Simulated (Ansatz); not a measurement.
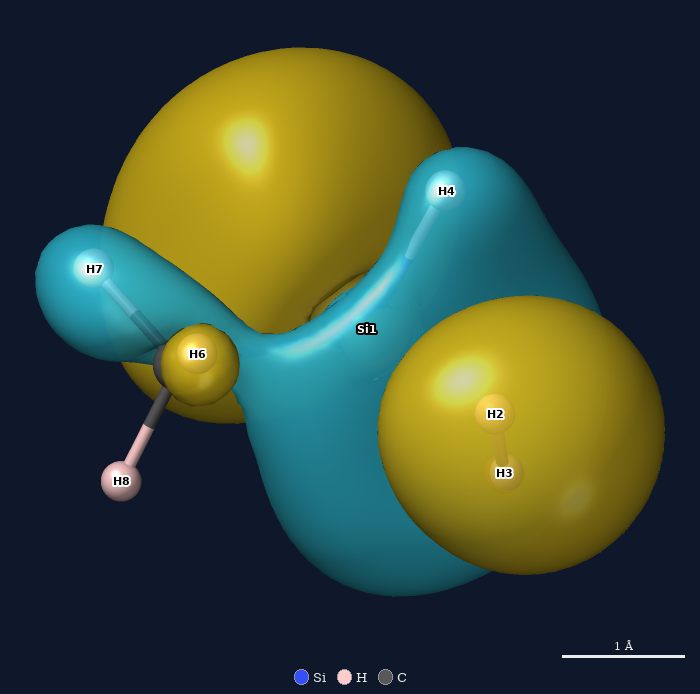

*CH4Si···H2. One frontier orbital at ±0.08 Å⁻³ᐟ² (yellow and cyan are the two phases), seen at a tilt.*

Computed with RKS PBE0/cc-pVDZ (Ansatz 0.2.0).

```xyz
8

Si    0.1961    0.1736   -0.7790
H     0.7296   -0.0595    1.0404
H     1.3944   -0.0756    0.5604
H    -0.6648    1.0454    0.1461
C    -0.7808   -1.4805   -0.6055
H    -1.1908   -1.7219    0.3855
H    -1.6414   -1.3664   -1.2909
H    -0.1948   -2.3350   -0.9781
```

Which orbital is it: HOMO or LUMO?

Answer. The LUMO, at −0.83 eV. It lies mainly on Si1 (about 65 %), H2 (about 15 %) and H3 (about 10 %).
